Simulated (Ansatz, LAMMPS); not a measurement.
# Relaxing Li+ BF4- in ethylene carbonate and dimethyl sulfoxide and propylene carbonate, from a frame at 440 K (188 atoms), part 2 of 3

Wanted: the relaxed structure of Li+ BF4- in ethylene carbonate and dimethyl sulfoxide and propylene carbonate, from a frame at 440 K (188 atoms) and its electronic structure.

Ansatz 0.2.0; Kohn-Sham DFT, PBE+D4, PAW (set soft_2), plane waves.

The cell: 44 C, 34 O, 76 H, 4 S, 5 B, 20 F and 5 Li. The network of contacts between molecules at the start is that of the classical potential that made the cell. Sampling is at Γ alone, for a cell whose shortest periodic width is 14 Å.

So far. Step 3 (Single point at the start): The r.m.s. force component of 1.1 eV/Å and the pressure of 2.1 GPa set the starting point.

### 4. Cell and atoms relaxed

Cell and atoms are freed together, to release stress as well as forces.

File input.yaml:

```yaml
crystal:
  lattice:
    - [13.52072, 0.0, 0.0]
    - [0.0, 13.52072, 0.0]
    - [0.0, 0.0, 13.52072]
  atoms:
    [... the 188 atom lines of step 3 ...]
kpoints:
  mp_grid: { grid: [1, 1, 1] }
hamiltonian:
  xc: pbe
  dispersion: d4
scf:
  occupations: { method: fixed }
output:
  forces: true
relax:
  f_tol: 0.05
  max_steps: 200
  cell: {}
```

Command:

```bash
$ ansatz run input.yaml --threads 4 --pin off --max-ram 8192MiB --backend cpu --events-out ev --progress --plain --runs-dir out
```

Numbers of over 12 decimals in the logs are rounded to 6 here.

Output:

```text
[...]
Crystal: 188 atoms, lattice volume = 2471.721 Å³
Basis set: ecut = 420 eV, 48489 PW (Γ), exchange–correlation on 192×192×192 points (8 copies of the dense FFT grid, shifted against one another)
Bands: 513, of which v1, the nominal top of the filled ones, is band 325 counted from 1 (324 counted from 0)
Symmetry: 1 space group operations
[...]
k-points: 1
[...]
SCF iter   1: F=—  HF=-53140.132028 eV  |F-HF|=—  |Δ(HF+E_count)|=         —  Δρ=5.90e-3  dr2=1.13e0  ethr=1.77e-3  ⟨swp⟩=5.0  Hψ=1644  notcnv=0  defer=184
[...]
SCF iter   3: F=—  HF=-53139.861927 eV  |F-HF|=—  |Δ(HF+E_count)|=   3.22e-2  Δρ=1.44e-3  dr2=8.03e-2  ethr=3.76e-5  ⟨swp⟩=3.0  Hψ=622  notcnv=0  defer=99
automatic band count: iteration 3 solves 426 bands in place of 513: the levels show a gap, and the empty bands left out lie too high to hold charge; the band table lists the bands solved (type scf.n_extra_bands for more)
SCF iter   4: F=—  HF=-53139.848517 eV  |F-HF|=—  |Δ(HF+E_count)|=   1.34e-2  Δρ=4.73e-4  dr2=8.30e-3  ethr=1.23e-5  ⟨swp⟩=3.0  Hψ=616  notcnv=0  defer=99
[...]
SCF iter  11: F=-53139.846831 eV  HF=-53139.846831 eV  |F-HF|=2.09e-8  |Δ(HF+E_count)|=   3.46e-8  Δρ=1.33e-6  dr2=4.98e-8  ethr=1.54e-11  ⟨swp⟩=4.0  Hψ=1317  notcnv=0
SCF 1 converged in 11 iterations: F = -53139.846831 eV  dr2 = 4.98e-8
[...]
relax step   1: F+E_penalty+E_count = -53139.84683121 eV  Δ(F+E_penalty+E_count) = +0.000e0 eV  max|allowed force component| = 4.017e0 eV/Å  Δτ_max = 0.0000 Å  P = +2.070 GPa  Ω = 2471.721 Å³  (11 SCF iters, dr2 threshold 1.00e-7 eV, accepted)
[... from here on, the SCF cycles and remarks between the steps are left out ...]
relax step   2: F+E_penalty+E_count = -53148.54378451 eV  Δ(F+E_penalty+E_count) = -8.697e0 eV  max|allowed force component| = 2.288e0 eV/Å  Δτ_max = 0.1945 Å  P = +0.217 GPa  Ω = 2477.702 Å³  energy of the carried Pulay correction = -1.518e-2 eV  (8 SCF iters, dr2 threshold 1.88e-5 eV, accepted)
relax step   3: F+E_penalty+E_count = -53150.81972996 eV  Δ(F+E_penalty+E_count) = -2.276e0 eV  max|allowed force component| = 1.287e0 eV/Å  Δτ_max = 0.1941 Å  P = -0.751 GPa  Ω = 2487.087 Å³  energy of the carried Pulay correction = -3.892e-2 eV  (7 SCF iters, dr2 threshold 1.88e-5 eV, accepted)
relax step   4: F+E_penalty+E_count = -53151.85738039 eV  Δ(F+E_penalty+E_count) = -1.038e0 eV  max|allowed force component| = 6.195e-1 eV/Å  Δτ_max = 0.1917 Å  P = -0.538 GPa  Ω = 2441.856 Å³  energy of the carried Pulay correction = +7.633e-2 eV  (8 SCF iters, dr2 threshold 1.88e-5 eV, accepted)
relax step   5: F+E_penalty+E_count = -53152.48518194 eV  Δ(F+E_penalty+E_count) = -6.278e-1 eV  max|allowed force component| = 3.527e-1 eV/Å  Δτ_max = 0.1937 Å  P = -0.214 GPa  Ω = 2395.006 Å³  energy of the carried Pulay correction = +1.980e-1 eV  (8 SCF iters, dr2 threshold 1.88e-5 eV, accepted)
relax step   6: F+E_penalty+E_count = -53152.81380355 eV  Δ(F+E_penalty+E_count) = -3.286e-1 eV  max|allowed force component| = 2.889e-1 eV/Å  Δτ_max = 0.1904 Å  P = -0.162 GPa  Ω = 2386.196 Å³  energy of the carried Pulay correction = +2.211e-1 eV  (8 SCF iters, dr2 threshold 7.78e-6 eV, accepted)
relax step   7: F+E_penalty+E_count = -53153.09159064 eV  Δ(F+E_penalty+E_count) = -2.778e-1 eV  max|allowed force component| = 3.179e-1 eV/Å  Δτ_max = 0.1905 Å  P = -0.110 GPa  Ω = 2373.764 Å³  energy of the carried Pulay correction = +2.539e-1 eV  (8 SCF iters, dr2 threshold 5.22e-6 eV, accepted)
relax step   8: F+E_penalty+E_count = -53153.31363839 eV  Δ(F+E_penalty+E_count) = -2.220e-1 eV  max|allowed force component| = 3.298e-1 eV/Å  Δτ_max = 0.1909 Å  P = -0.187 GPa  Ω = 2362.439 Å³  energy of the carried Pulay correction = +2.839e-1 eV  (8 SCF iters, dr2 threshold 6.32e-6 eV, accepted)
relax step   9: F+E_penalty+E_count = -53153.44706183 eV  Δ(F+E_penalty+E_count) = -1.334e-1 eV  max|allowed force component| = 7.877e-1 eV/Å  Δτ_max = 0.1953 Å  P = +0.030 GPa  Ω = 2353.445 Å³  energy of the carried Pulay correction = +3.079e-1 eV  (8 SCF iters, dr2 threshold 6.80e-6 eV, accepted)
relax step  10: F+E_penalty+E_count = -53153.60254009 eV  Δ(F+E_penalty+E_count) = -1.555e-1 eV  max|allowed force component| = 5.493e-1 eV/Å  Δτ_max = 0.1949 Å  P = -0.526 GPa  Ω = 2333.475 Å³  energy of the carried Pulay correction = +3.613e-1 eV  (7 SCF iters, dr2 threshold 1.88e-5 eV, accepted)
relax step  11: F+E_penalty+E_count = -53153.48928822 eV  Δ(F+E_penalty+E_count) = +1.133e-1 eV  max|allowed force component| = 1.345e0 eV/Å  Δτ_max = 0.1268 Å  P = +0.548 GPa  Ω = 2336.563 Å³  energy of the carried Pulay correction = +3.530e-1 eV  (7 SCF iters, dr2 threshold 1.88e-5 eV, rejected (line search))
relax step  12: F+E_penalty+E_count = -53153.72596236 eV  Δ(F+E_penalty+E_count) = -1.234e-1 eV  max|allowed force component| = 1.937e-1 eV/Å  Δτ_max = 0.0617 Å  P = -0.047 GPa  Ω = 2334.887 Å³  energy of the carried Pulay correction = +3.575e-1 eV  (12 SCF iters, accepted)
[...]
relax step  62: F+E_penalty+E_count = -53154.82312535 eV  Δ(F+E_penalty+E_count) = -1.076e-2 eV  max|allowed force component| = 1.466e-1 eV/Å  Δτ_max = 0.0932 Å  P = +0.049 GPa  Ω = 2293.929 Å³  energy of the carried Pulay correction = +4.686e-1 eV  (8 SCF iters, dr2 threshold 1.85e-6 eV, accepted)
relax step  63: F+E_penalty+E_count = -53154.82923446 eV  Δ(F+E_penalty+E_count) = -6.109e-3 eV  max|allowed force component| = 1.081e-1 eV/Å  Δτ_max = 0.0330 Å  P = +0.007 GPa  Ω = 2293.245 Å³  energy of the carried Pulay correction = +4.704e-1 eV  (7 SCF iters, dr2 threshold 1.34e-6 eV, accepted)
relax step  64: F+E_penalty+E_count = -53154.83080094 eV  Δ(F+E_penalty+E_count) = -1.566e-3 eV  max|allowed force component| = 7.782e-2 eV/Å  Δτ_max = 0.0455 Å  P = -0.038 GPa  Ω = 2293.489 Å³  energy of the carried Pulay correction = +4.698e-1 eV  (8 SCF iters, dr2 threshold 7.30e-7 eV, accepted)
relax step  65: F+E_penalty+E_count = -53154.83386630 eV  Δ(F+E_penalty+E_count) = -3.065e-3 eV  max|allowed force component| = 4.567e-2 eV/Å  Δτ_max = 0.0165 Å  P = -0.023 GPa  Ω = 2293.037 Å³  energy of the carried Pulay correction = +4.710e-1 eV  (7 SCF iters, dr2 threshold 3.79e-7 eV, accepted)
relax step  66: F+E_penalty+E_count = -53154.50713288 eV  Δ(F+E_penalty+E_count) = +3.267e-1 eV  max|allowed force component| = 4.479e-2 eV/Å  Δτ_max = 0.0000 Å  P = -0.243 GPa  Ω = 2293.037 Å³  stress off target by 3.19e-1 GPa  SCF on the basis re-selected at this cell (its energy is not comparable with the rows above)  (8 SCF iters)
relax step  67: F+E_penalty+E_count = -53154.69608513 eV  Δ(F+E_penalty+E_count) = -1.890e-1 eV  max|allowed force component| = 6.617e-2 eV/Å  Δτ_max = 0.0545 Å  P = -0.042 GPa  Ω = 2241.979 Å³  energy of the carried Pulay correction = +1.427e-1 eV  (10 SCF iters, dr2 threshold 2.54e-7 eV, accepted)
relax step  68: F+E_penalty+E_count = -53154.73167585 eV  Δ(F+E_penalty+E_count) = -3.559e-2 eV  max|allowed force component| = 4.559e-2 eV/Å  Δτ_max = 0.0450 Å  P = -0.018 GPa  Ω = 2232.006 Å³  energy of the carried Pulay correction = +1.695e-1 eV  (9 SCF iters, dr2 threshold 2.74e-7 eV, accepted)
relax step  69: F+E_penalty+E_count = -53154.76296589 eV  Δ(F+E_penalty+E_count) = -3.129e-2 eV  max|allowed force component| = 3.874e-2 eV/Å  Δτ_max = 0.0749 Å  P = +0.007 GPa  Ω = 2223.104 Å³  energy of the carried Pulay correction = +1.931e-1 eV  (12 SCF iters, accepted)
relax step  70: F+E_penalty+E_count = -53154.60230937 eV  Δ(F+E_penalty+E_count) = +1.607e-1 eV  max|allowed force component| = 3.732e-2 eV/Å  Δτ_max = 0.0000 Å  P = -0.069 GPa  Ω = 2223.104 Å³  stress off target by 9.73e-2 GPa  SCF on the basis re-selected at this cell (its energy is not comparable with the rows above)  (7 SCF iters)
relax step  71: F+E_penalty+E_count = -53154.69070809 eV  Δ(F+E_penalty+E_count) = -8.840e-2 eV  max|allowed force component| = 7.087e-2 eV/Å  Δτ_max = 0.1372 Å  P = -0.017 GPa  Ω = 2197.237 Å³  energy of the carried Pulay correction = +7.312e-2 eV  (11 SCF iters, dr2 threshold 2.37e-8 eV, accepted)
relax step  72: F+E_penalty+E_count = -53154.70790419 eV  Δ(F+E_penalty+E_count) = -1.720e-2 eV  max|allowed force component| = 4.861e-2 eV/Å  Δτ_max = 0.0387 Å  P = +0.012 GPa  Ω = 2193.020 Å³  energy of the carried Pulay correction = +8.469e-2 eV  (8 SCF iters, dr2 threshold 3.14e-7 eV, accepted)
relax step  73: F+E_penalty+E_count = -53154.63300402 eV  Δ(F+E_penalty+E_count) = +7.490e-2 eV  max|allowed force component| = 4.775e-2 eV/Å  Δτ_max = 0.0000 Å  P = -0.008 GPa  Ω = 2193.020 Å³  stress off target by 2.15e-2 GPa  SCF on the basis re-selected at this cell (its energy is not comparable with the rows above)  (6 SCF iters)
[...]
dispersion: the relaxed geometry stands within reach of a switch of an atom's C6, across which e_disp changes (each atom's share, over what another start of this relaxation can change, counted as every distance, since the cell relaxes too: site 183 (Li), [...]
SCF converged after 6 iterations
Free energy (F): -53154.633004 eV
[...]
Internal energy: -53154.633004 eV  (E = F + TS)
E sigma→0 (E₀):  -53154.633004 eV
Fermi energy:    -0.245163 eV
[...]
--- Forces (eV/Å), atoms counted from 1 ---
  atom   1  C      0.00144969    -0.00665535     0.00462455
  atom   2  C      0.00154671     0.00589337    -0.00679898
  atom   3  C     -0.00236577    -0.00415252    -0.00548622
  atom   4  O     -0.00090899    -0.00283418     0.01062856
  atom   5  C      0.00292597     0.00530715    -0.01450358
  atom   6  O      0.00291783     0.00012839     0.00882773
  atom   7  O      0.01048726     0.00283240     0.00138534
  atom   8  H      0.00012372    -0.00181354     0.00451074
  atom   9  H     -0.00133672     0.00022183    -0.00183362
  atom  10  H      0.00363727     0.00254600    -0.00934877
  atom  11  H     -0.00124055    -0.00204108    -0.00042800
  atom  12  H     -0.00015281     0.00018079    -0.00017793
  atom  13  H      0.00004591     0.00154895     0.00359976
  atom  14  C      0.00331500    -0.00150397     0.01477782
[...]
atom 187  Li     0.00028650    -0.00077134     0.01843021
  atom 188  Li    -0.00258591    -0.00805672    -0.00313416
  max |Σ_I F_I| component: 1.38e-4 eV/Å
--- Stress (GPa, compression-positive) ---
        0.002621       0.001540       0.003799
        0.001540      -0.012392      -0.007647
        0.003797      -0.007644      -0.013918
  P = ⅓ Tr σ = -0.0079 GPa (-0.079 kbar)
--- Relaxed structure (70 steps of the walk, 67 accepted, 3 SCFs on fresh bases) ---
  F+E_penalty+E_count = -53154.63300402 eV   max|allowed force component| = 4.775e-2 eV/Å   (the final SCF, on the basis selected at the relaxed cell)
  cell:  # Å, volume = 2193.0205 Å³
    - [13.084975, 0.147025, 0.507005]
    - [0.147025, 13.102420, 0.00280712]
    - [0.507005, 0.00280712, 12.812664]
  atoms:
    - { symbol: C, position: [0.624229, 0.872443, 0.311953] }
    - { symbol: C, position: [0.594278, 0.769895, 0.271148] }
    - { symbol: C, position: [0.484928, 0.739621, 0.305575] }
    - { symbol: O, position: [0.427261, 0.780540, 0.221487] }
[...]
- { symbol: Li, position: [0.124664, 0.481980, 0.010973] }
```

The job ended after 31 min (4 threads of Arm Neoverse V2, shared host; peak memory 3.3 GiB).

The program notes that the dispersion model switches parameters near this geometry. Further notices: relaxed geometry near dispersion switch.

The steps of the relaxation (22 of 73):

```
step  energy less that of the first step (eV)  largest force component (eV/Å)  pressure (GPa)  volume (Å³)
   1                                   0.0000                          4.0169            2.07      2471.72
   4                                 -12.0105                          0.6195           -0.54      2441.86
   8                                 -13.4668                          0.3298           -0.19      2362.44
  11                                 -13.6425                          1.3446            0.55      2336.56
  15                                 -14.0511                          0.3044           -0.17      2337.45
  18                                 -14.2871                          0.3398           -0.11      2317.52
  22                                 -14.4075                          0.1368           -0.08      2318.54
  25                                 -14.5757                          0.2841           -0.11      2304.60
  28                                 -14.6456                          0.1398           -0.05      2306.33
  32                                 -14.7737                          0.1302           -0.06      2298.62
  35                                 -14.8070                          0.2033           -0.02      2301.25
  39                                 -14.8247                          0.0842           -0.04      2305.46
  42                                 -14.8362                          0.1371           -0.08      2306.08
  46                                 -14.8660                          0.0402           -0.02      2302.85
  49                                 -14.9207                          0.0823           -0.05      2293.58
  52                                 -14.9453                          0.0426            0.01      2290.93
  56                                 -14.9619                          0.0704            0.00      2289.86
  59                                 -14.9669                          0.1974           -0.09      2291.19
  63                                 -14.9824                          0.1081            0.01      2293.24
 66*                                 -14.6603                          0.0448           -0.24      2293.04
 70*                                 -14.7555                          0.0373           -0.07      2223.10
 73*                                 -14.7862                          0.0477           -0.01      2193.02
```

Relaxation steps marked * repeat the geometry before them on a plane-wave basis chosen anew for their cell, so energy and pressure can jump there. Other such steps can lie between the rows shown. Relaxation steps 11, 19, 51 were tried and not accepted.

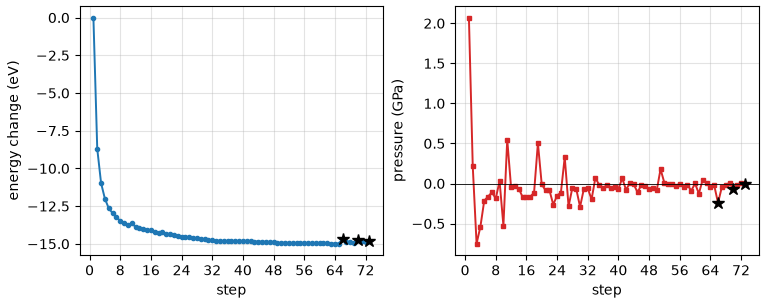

Energy and pressure along the relaxation. Stars mark steps on a basis chosen anew.

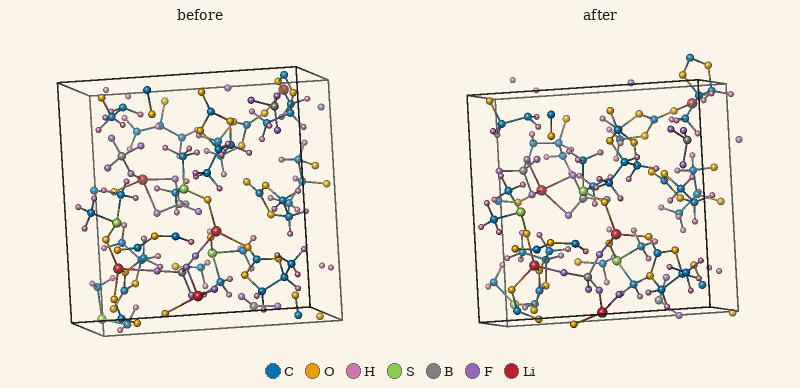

The structure before and after the relaxation, drawn at the same scale. Bonds to atoms that aren't drawn are left out.

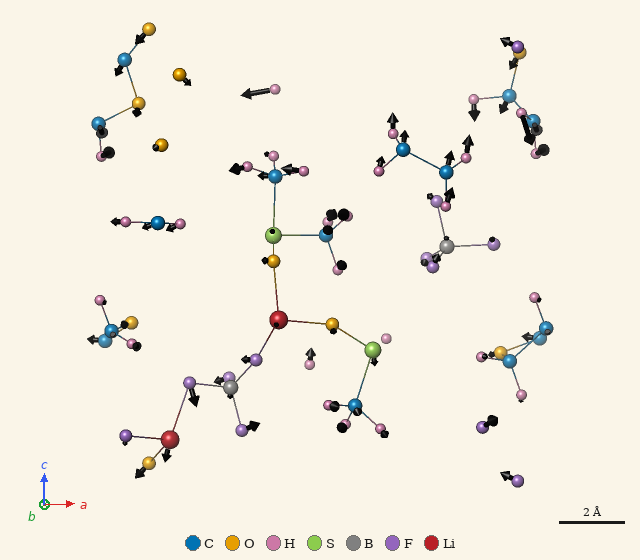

Displacements in the relaxation, scaled, measured against the changing cell; the longest in the cell stands for 2.94 Å. Drawn is a slice 4 Å thick, seen along the normal of the ac plane. Bonds to atoms that aren't drawn are left out.

```
     cell as run  before   after   change
           a (Å)  13.521  13.096   -3.1 %
           b (Å)  13.521  13.103   -3.1 %
           c (Å)  13.521  12.823   -5.2 %
           α (°)   90.00   89.95   -0.1 %
           β (°)   90.00   85.52   -5.0 %
           γ (°)   90.00   88.71   -1.4 %
volume (Å³/atom)   13.15   11.67  -11.3 %
```

The atoms that moved most (Å, as changes of fractional coordinates times the final cell):

```
atom      dx      dy      dz  length
 H38   0.790   1.814  -2.176   2.941
 H34  -2.193  -0.418  -0.913   2.412
 H36  -2.124   0.861  -0.243   2.305
 H76  -0.136  -0.591   2.169   2.252
 H39   0.783   2.090   0.140   2.237
 O71   1.509   0.150   1.636   2.231
 O69   0.834  -1.623   1.268   2.222
F180   0.797  -0.925  -1.712   2.103
```

The relaxation changed the energy by -78.7 meV/atom, and atoms moved by 1.1 Å r.m.s., 2.9 Å at most.

### 5. Structure statistics after relaxation

Density 1.32 g/cm³, 11.66 Å³ an atom.

Pair distribution functions g(r), in bins of 0.2 Å:

```
r (Å)  total   H-H    H-C   H-O   H-F   H-B  H-Li
 1.00   3.25  0.00  17.15  0.00  0.00  0.00  0.00
 1.20   0.33  0.00   0.00  0.00  0.00  0.00  0.00
 1.40   1.50  0.00   0.00  0.00  0.00  0.00  0.00
 1.60   0.42  0.00   0.00  0.00  0.00  0.00  0.00
 1.80   1.05  5.22   0.00  0.00  0.00  0.00  0.00
 2.00   0.59  0.00   0.00  2.67  0.00  0.00  0.00
 2.20   1.17  0.00   3.17  0.13  0.45  0.00  0.00
 2.40   1.14  1.54   0.00  0.69  1.21  0.00  0.00
 2.60   0.64  1.32   0.22  0.89  1.62  0.00  0.00
 2.80   0.86  1.12   1.43  1.77  0.96  0.83  0.58
 3.00   0.80  1.08   0.96  1.33  0.89  1.31  0.52
 3.20   0.89  0.81   0.93  1.00  0.85  2.00  0.92
 3.40   1.00  0.60   0.97  0.76  1.00  1.77  1.02
 3.60   0.92  0.60   1.14  0.70  0.80  1.40  1.61
 3.80   0.94  1.46   0.69  0.87  1.14  0.48  0.94
 4.00   0.95  0.65   0.82  1.35  1.15  1.45  0.72
 4.20   1.02  0.86   0.69  1.33  1.27  1.18  0.92
 4.40   0.98  0.92   0.77  0.96  1.29  1.30  0.48
 4.60   1.02  0.96   1.00  0.85  1.52  0.86  1.84
 4.80   0.97  1.01   1.06  0.95  0.89  0.80  1.49
 5.00   1.08  0.95   1.01  1.12  0.77  1.47  1.01
 5.20   1.06  1.05   1.07  0.93  0.84  1.36  1.28
 5.40   1.04  0.90   0.98  0.96  1.11  1.02  1.43
 5.60   1.04  0.90   1.08  0.98  0.95  0.95  1.03
 5.80   1.06  1.03   1.19  0.96  1.11  1.03  1.37
 6.00   0.98  1.15   0.88  1.02  1.25  0.90  0.96
 6.20   1.01  1.20   1.04  1.04  0.97  0.65  1.25
```

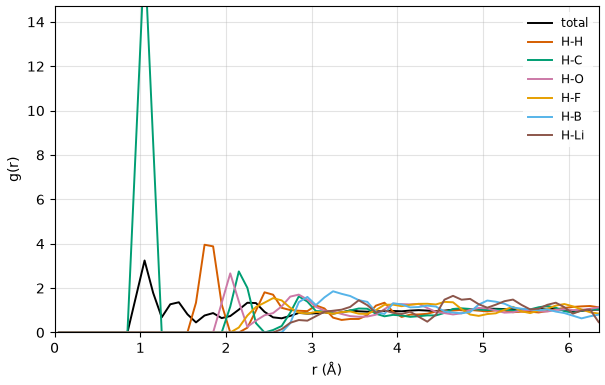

Pair distribution functions, lightly smoothed, with peaks cut at 14.

(Continued in part 3 of 3.)

[Logs are printed without paths, hosts, clocks, repeated set-up lines and the standing remarks that a program may print on its own settings, such as how far it seeks lower states.]

[Hosts, paths, dates, database ids (printed as entryN), source tags and the programs' standing remarks are cut or masked in the printed files.]
